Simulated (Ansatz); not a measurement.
## A failed many-body run on Ge2Sb2Te5 (P-3m1)

A first try at the G0W0 gap of Ge2Sb2Te5 (P-3m1), what the program said, and an input that works.

Main program and level: Ansatz 0.2.0; G0W0 on PBE, plane waves, PAW; PAW set soft_1.

## Step 1: The structure

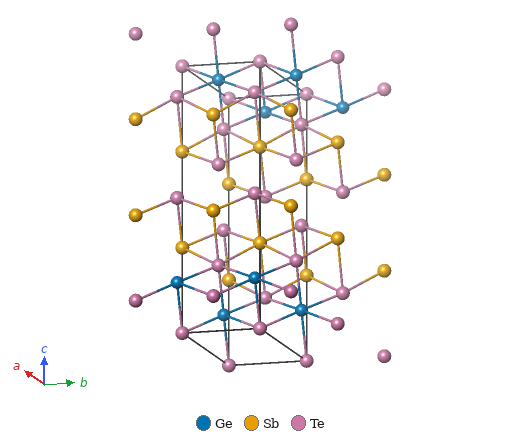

Start, viewed from a free direction; germanium blue, antimony orange, tellurium pink. 2×2×1 cells are drawn. Bonds to atoms that aren't drawn are left out. Some periodic images of atoms are drawn too.

The cell and positions are those that the Materials Project relaxed with its own functionals (PBE, PBE+U or r2SCAN), kept fixed. Spin-orbit coupling is left out unless a step names it.

## Step 2: First try

input.yaml

```yaml
crystal:
  lattice:
    - [4.2940644248, 0.0, 0.0]
    - [-2.1470322124, 3.7187688774, 0.0]
    - [0.0, 0.0, 17.101346]
  atoms:
    - { symbol: Ge, position: [0.33333333, 0.66666667, 0.897105] }
    - { symbol: Ge, position: [0.66666667, 0.33333333, 0.102895] }
    - { symbol: Sb, position: [0.0, 0.0, 0.679932] }
    - { symbol: Sb, position: [0.0, 0.0, 0.320068] }
    - { symbol: Te, position: [0.0, 0.0, 0.0] }
    - { symbol: Te, position: [0.66666667, 0.33333333, 0.798458] }
    - { symbol: Te, position: [0.33333333, 0.66666667, 0.201542] }
    - { symbol: Te, position: [0.33333333, 0.66666667, 0.580108] }
    - { symbol: Te, position: [0.66666667, 0.33333333, 0.419892] }
kpoints:
  mp_grid: { grid: [6, 6, 1] }
hamiltonian:
  xc: pbe
  pseudopotentials: { kind: paw, azcp: { folder: soft_1 } }
scf:
  occupations: { method: fermi_dirac, width: 1.0 }
gw:
  n_empty_bands: 288
  ecut_chi: 60
  qp_bands: [v3, c3]
  qp_kpoints: band_edges
  screening: { model: contour_deformation }
```

Run with:

```bash
> ansatz run input.yaml --threads 2 --pin off --max-ram 92160MiB --backend cuda --events-out ev --progress --plain --runs-dir out --devices 1 --max-vram 13GiB
```

Numbers of over 12 decimals in the logs are rounded to 6 here.

Log:

```text
band count auto-derived: 131 (N_el = 138.0; filled up to band 69; 83 by the electrons, moments and atoms)
GPUs: using 1 of 1 available (devices: 1).
Engine: ansatz 0.2.0, x86_64-unknown-linux-gnu
Pseudopotentials: kind: paw
Pseudopotential: Ge, paw, valence charge 14, recommended cutoff 420 eV (normal), soft_1/Ge.paw.azcp
Pseudopotential: Sb, paw, valence charge 15, recommended cutoff 420 eV (normal), soft_1/Sb.paw.azcp
Pseudopotential: Te, paw, valence charge 16, recommended cutoff 420 eV (normal), soft_1/Te.paw.azcp
Functional definition: PBE
  parameter kappa = 0.804
  parameter beta = 0.066725
  exchange = pbe_x(kappa = kappa, mu = beta*pi^2/3)
  correlation = pbe_c(beta = beta)
device memory: the entry about to start is reckoned to put 3.6 GiB on a device that reports 52.1 GiB free (of which the cap on the GPU budget leaves the run 13.0 GiB)
GPU FFT provider: cuFFT
GPU libraries: cuBLAS 13.8.2, cuFFT 12.4.0, cuSOLVER 12.3.4
Crystal: 9 atoms, lattice volume = 273.085 Å³
Basis set: ecut = 420 eV, 5295 PW (Γ)
Bands: 131, of which v1, the nominal top of the filled ones, is band 69 counted from 1 (68 counted from 0)
Symmetry: 12 space group operations
Space group: P-3m1 (ITA 164), of the structure as read, at distance tolerance 6.5e-5 Å
k-points: 7 of 36
Non-local potential: Ge, projectors of the file, l = 0: 2, l = 1: 2, l = 2: 3, l = 3: 1
Non-local potential: Sb, projectors of the file, l = 0: 2, l = 1: 2, l = 2: 2, l = 3: 1
Non-local potential: Te, projectors of the file, l = 0: 2, l = 1: 2, l = 2: 2, l = 3: 1
PAW form: soft (Blöchl's): semilocal exchange-correlation on the pseudo side does not see the compensation charge
PAW one-centre angular grid: Ge, 590 points (default); XC on 64 Gauss nodes
PAW one-centre angular grid: Sb, 590 points (default); XC on 64 Gauss nodes
PAW one-centre angular grid: Te, 590 points (default); XC on 64 Gauss nodes
Initial density: superposition of atomic densities (chi_scale 0.1, normalization cell, long waves kept (reshape's long-wave potential 0.31 eV rms))
Initial wavefunctions: pseudopotential atomic-orbital guess
GPU buffer pool allocated for 108000 grid points (all kernels)
GPU transforms: local potential and band sums: pruned to the plane-wave sphere, on 30×30×120
Functional: x = pbe(κ = 0.804, μ = 0.219515), c = pbe(β = 0.066725)
SCF iter   1: F=—  HF=-56468.052345 eV  |F-HF|=—  |Δ(HF+E_count)|=         —  Δρ=1.48e-2  dr2=1.55e1  ethr=3.10e-3  ⟨swp⟩=12.0  Hψ=5961  notcnv=0
preconditioner: auto → Kerker (q_TF=auto, 2.435 Å⁻¹)  [metal: Δε(μ)=0.214 eV  Ē_g=15.252 eV  σ=1.000 eV  W_gap=0.05  n_scr=66 (ndim 8)  ℏωp=15.6 eV  f_vac=0.005  D(μ)=4.95/eV (n_scr^D=26)]
SCF iter   2: F=—  HF=-56467.713477 eV  |F-HF|=—  |Δ(HF+E_count)|=   3.39e-1  Δρ=9.18e-3  dr2=6.68e0  ethr=3.10e-3  ⟨swp⟩=1.7  Hψ=1098  notcnv=0
SCF iter   3: F=—  HF=-56467.490681 eV  |F-HF|=—  |Δ(HF+E_count)|=   2.23e-1  Δρ=3.31e-3  dr2=2.93e-1  ethr=3.10e-3  ⟨swp⟩=2.0  Hψ=1025  notcnv=0
SCF iter   4: F=—  HF=-56467.455699 eV  |F-HF|=—  |Δ(HF+E_count)|=   3.50e-2  Δρ=2.03e-3  dr2=7.15e-2  ethr=2.13e-4  ⟨swp⟩=2.0  Hψ=1442  notcnv=0
SCF iter   5: F=—  HF=-56467.450994 eV  |F-HF|=—  |Δ(HF+E_count)|=   4.70e-3  Δρ=8.54e-4  dr2=1.16e-2  ethr=5.18e-5  ⟨swp⟩=1.6  Hψ=953  notcnv=0
SCF iter   6: F=—  HF=-56467.450539 eV  |F-HF|=—  |Δ(HF+E_count)|=   4.55e-4  Δρ=3.74e-4  dr2=2.34e-3  ethr=8.39e-6  ⟨swp⟩=2.4  Hψ=1427  notcnv=0
SCF iter   7: F=—  HF=-56467.450709 eV  |F-HF|=—  |Δ(HF+E_count)|=   1.70e-4  Δρ=1.55e-4  dr2=2.46e-4  ethr=1.70e-6  ⟨swp⟩=2.0  Hψ=1164  notcnv=0
SCF iter   8: F=—  HF=-56467.450822 eV  |F-HF|=—  |Δ(HF+E_count)|=   1.13e-4  Δρ=5.69e-5  dr2=2.02e-5  ethr=1.78e-7  ⟨swp⟩=2.0  Hψ=1314  notcnv=0
SCF iter   9: F=—  HF=-56467.450838 eV  |F-HF|=—  |Δ(HF+E_count)|=   1.58e-5  Δρ=1.97e-5  dr2=3.58e-6  ethr=1.46e-8  ⟨swp⟩=2.3  Hψ=1301  notcnv=0
SCF iter  10: F=—  HF=-56467.450839 eV  |F-HF|=—  |Δ(HF+E_count)|=   1.07e-6  Δρ=8.99e-6  dr2=9.98e-7  ethr=2.59e-9  ⟨swp⟩=2.0  Hψ=1549  notcnv=0
SCF iter  11: F=—  HF=-56467.450839 eV  |F-HF|=—  |Δ(HF+E_count)|=   6.80e-8  Δρ=4.94e-6  dr2=1.74e-7  ethr=7.23e-10  ⟨swp⟩=2.4  Hψ=1434  notcnv=0
SCF iter  12: F=-56467.450839 eV  HF=-56467.450839 eV  |F-HF|=2.27e-9  |Δ(HF+E_count)|=   7.04e-8  Δρ=1.40e-6  dr2=1.25e-8  ethr=7.25e-11  ⟨swp⟩=11.3  Hψ=3723  notcnv=0
SCF 1 converged in 12 iterations: F = -56467.450839 eV  dr2 = 1.25e-8
[...]
device memory: the entry about to start is reckoned to put 4.3 GiB (of the 4.4 GiB reckoned in all, the device holds 0.1 GiB already) on a device that reports 50.2 GiB free (of which the cap on the GPU budget leaves the run 12.9 GiB)
NSCF: frozen V_eff on 7 k-points
[...]
device memory: the entry about to start is reckoned to put 3.4 GiB on a device that reports 53.1 GiB free (of which the cap on the GPU budget leaves the run 13.0 GiB)
NSCF: frozen V_eff on 7 k-points
SCF converged after 12 iterations
Free energy (F): -56467.450839 eV
Harris-Foulkes:  -56467.450839 eV  (|F-HF|=2.27e-9)
Internal energy: -56450.821587 eV  (E = F + TS)
E sigma→0 (E₀):  -56459.136213 eV
Entropy (-TS):   -16.629252 eV (-1847.695 meV/atom)
Fermi energy:    9.210248 eV
--- Per-component energies (eV) ---
  E_band       = -1924.940373
  E_kinetic    = 1370.252245
  E_local      = -15941.184311  (includes V_loc(G=0)·N_el)
  E_nonlocal   = 1530.046539
  E_hartree    = 7587.584463
  E_xc         = -952.683440
  E_vxc        = -819.395862  (∫ρ·V_xc dr)
  E_paw        = -36449.203625  (= ΣΔE_a)
  E_vpaw       = -3239.821478  (= ΣTr[D̂ρ^β])
  E_aug_tail   = 0.000745  (compensation charges beyond the density's cutoff)
  E_ewald      = -13595.634202
  E_smearing   = -16.629252  (= −TS)
  E_closure    = 0.000000  (closes the sum)
  Σ components = -56467.450839   (vs F -56467.450839, Δ=0.00e0)
--- Band table (eV; the first three rows and the last of 7) ---
  k-point 0: bands = [... 65 lower, 7.8306, 8.0979, 8.3151, 9.2350, 9.5468, 9.5842, 9.5842, 10.2286, ... 58 higher]
  k-point 1: bands = [... 65 lower, 7.8979, 8.0084, 8.4607, 8.9529, 9.8387, 9.9053, 10.4146, 10.4869, ... 58 higher]
  k-point 2: bands = [... 65 lower, 7.2795, 7.7138, 8.0380, 8.4142, 10.1400, 10.1790, 10.5867, 10.7836, ... 58 higher]
  k-point 6: bands = [... 65 lower, 6.8777, 8.3460, 8.3460, 8.4690, 9.9941, 9.9941, 10.2368, 11.9291, ... 58 higher]
```

Wall time 13 s (1 × NVIDIA H100 80GB HBM3 (shared by 6 runs) with 2 threads of AMD EPYC 7R13 (Zen 3), shared host); peak memory 1.2 GiB.

The column dr2 measures how far the density is from self-consistency, as an energy; F and HF (Harris–Foulkes) agree once it is small.

**Diagnosis.**

The self-consistent loop converged; the step after it was not made.

The fault: smeared occupations of electronvolts. A wide smearing fills conduction states and empties valence ones, so the start is no longer the insulator.

## Step 3: A better input

Now the one-shot GW correction: screening in the RPA, then the self-energy of the levels asked for. This step takes PAW set soft_1 files.

Changes to input.yaml since step 2:

```diff
@@ -16,3 +16,3 @@
 kpoints:
-  mp_grid: { grid: [6, 6, 1] }
+  mp_grid: { grid: [6, 6, 2] }
 hamiltonian:
@@ -21,6 +21,6 @@
 scf:
-  occupations: { method: fermi_dirac, width: 1.0 }
+  occupations: { method: fixed }
 gw:
-  n_empty_bands: 288
-  ecut_chi: 60
+  n_empty_bands: 1027
+  ecut_chi: 140.0
   qp_bands: [v3, c3]
```

Log:

```text
GPUs: using 1 of 1 available (devices: 1).
[...]
GPU FFT provider: cuFFT
GPU libraries: cuBLAS 13.8.2, cuFFT 12.4.0, cuSOLVER 12.3.4
Crystal: 9 atoms, lattice volume = 273.085 Å³
Basis set: ecut = 420 eV, 5295 PW (Γ)
Bands: 83, of which v1, the nominal top of the filled ones, is band 69 counted from 1 (68 counted from 0)
[... 1 set-up line as in the run before ...]
[...]
k-points: 14 of 72
[...]
GPU buffer pool allocated for 108000 grid points (all kernels)
[...]
SCF iter   1: F=—  HF=-56460.918290 eV  |F-HF|=—  |Δ(HF+E_count)|=         —  Δρ=1.54e-2  dr2=1.06e1  ethr=3.10e-3  ⟨swp⟩=4.9  Hψ=3724  notcnv=0  defer=161
[...]
SCF iter  11: F=-56460.338296 eV  HF=-56460.338296 eV  |F-HF|=1.06e-8  |Δ(HF+E_count)|=   1.42e-7  Δρ=1.45e-6  dr2=1.17e-8  ethr=7.25e-11  ⟨swp⟩=13.1  Hψ=5522  notcnv=0
SCF 1 converged in 11 iterations: F = -56460.338296 eV  dr2 = 1.17e-8
[...]
0    70      9.5072    -9.7389    -2.9662   -12.5174  0.7424     9.3209     9.3195  root
     0    71      9.5072    -9.7389    -2.9662   -12.5174  0.7424     9.3209     9.3195  root
     0    72      9.5544    -9.5551    -3.2277   -12.6261  0.7520     9.3986     9.3976  root
     1    67      7.8852   -15.0685     1.0827   -13.5966  0.7241     7.5005     7.4961  root
     1    68      8.5331   -13.9138    -0.2066   -13.8720  0.7441     8.2741     8.2847  root ?
     1    69      9.0949   -13.8519    -0.4165   -14.0077  0.7442     8.8179     8.8342  root ?
     1    70      9.7323    -9.7412    -3.0576   -12.6099  0.7400     9.5447     9.5434  root
     1    71      9.7323    -9.7412    -3.0576   -12.6099  0.7400     9.5447     9.5434  root
[...]
12    69      8.5669   -15.0142     0.4688   -14.1933  0.7379     8.2196     8.2147  root
    12    70      9.9334    -9.4940    -3.3140   -12.6518  0.7428     9.7782     9.7772  root
    12    71      9.9334    -9.4940    -3.3140   -12.6518  0.7428     9.7782     9.7772  root
    12    72     10.1760    -9.5262    -3.3875   -12.7622  0.7392    10.0256    10.0245  root
[key lines of the parts left out:]
SCF converged after 11 iterations
Free energy (F): -56460.338296 eV
Fermi energy:    9.232359 eV
```

It took 5.6 min on 1 × NVIDIA H100 80GB HBM3 (shared by 6 runs) with 2 threads; peak memory 5.3 GiB.

This step gave:

```yaml
bands_summed: 1096
rpa_eps_infinity_on_this_mesh_eigenvalues: 55.05, 134.1, 134.1
plane_waves_in_the_screening_matrix: 999
q_points_in_the_mesh: 72
g0w0_gap_on_the_mesh: 0.3756 eV
k_of_the_valence_top: 0, 0, 0
k_of_the_conduction_bottom: 0, 0, 0
starting_gap_on_the_mesh: 0.2749 eV
z_at_the_valence_top: 0.7433
z_at_the_conduction_bottom: 0.7424
least_direct_g0w0_gap_on_the_computed_points: 0.3756 eV
```

The gap on the mesh goes from 0.27 eV to 0.38 eV, a correction of +0.10 eV. The program marks an edge row as in doubt. Between the two edge states, bare exchange in place of the xc potential would open the gap by 2.77 eV, and correlation takes back 2.67 eV.

## Step 4: Outcome

- first try: the many-body step was refused after 13 s
- better run: G0W0 gap on the mesh 0.38 eV (6×6×2 mesh, 1027 empty bands, screening to 140 eV, PAW set soft_1 files)

The second run differs in: mesh, empty bands, screening cutoff (eV) and smearing (eV). Bands and cutoff are finite, so the gap is not at the basis limit. The miss can reach some tenths of an eV and take either sign; the mesh is an error of its own. The 6×6×2 mesh is coarse for this cell (its supercell is 26 Å along the shortest edge). The RPA ε∞ on it, from the PBE start, is 55.05 and 134.09; such meshes misread the long-range screening, most where the gap is narrow. With atoms this heavy and so narrow a gap, spin-orbit coupling can invert the bands. These scalar-relativistic gaps are then model values, not to be set against experiment, and a spin-orbit change taken from DFT can't simply be added. On this mesh the RPA ε∞ passes 90, more than nearly any semiconductor shows; a coarse mesh does this where one point with a narrow direct gap carries much weight. The screening is then too strong, and the G0W0 gap should not be taken as the material's. The program marks a band-edge row as in doubt, so the gap is less sure than its digits.

[Paths, hosts, dates, memory and timing lines, banners, echoed tables and standing remarks are left out of the program output.]

[Logs are printed without paths, hosts, clocks, repeated set-up lines and the standing remarks that a program may print on its own settings, such as how far it seeks lower states.]

[Runs of the session that timed out or met a known fault of the program may be left out.]

[Cells called generated may have been cut or substituted from an entry of the Crystallography Open Database or the Materials Project.]

[Hosts, paths, dates, database ids (printed as entryN), source tags and the programs' standing remarks are cut or masked in the printed files.]
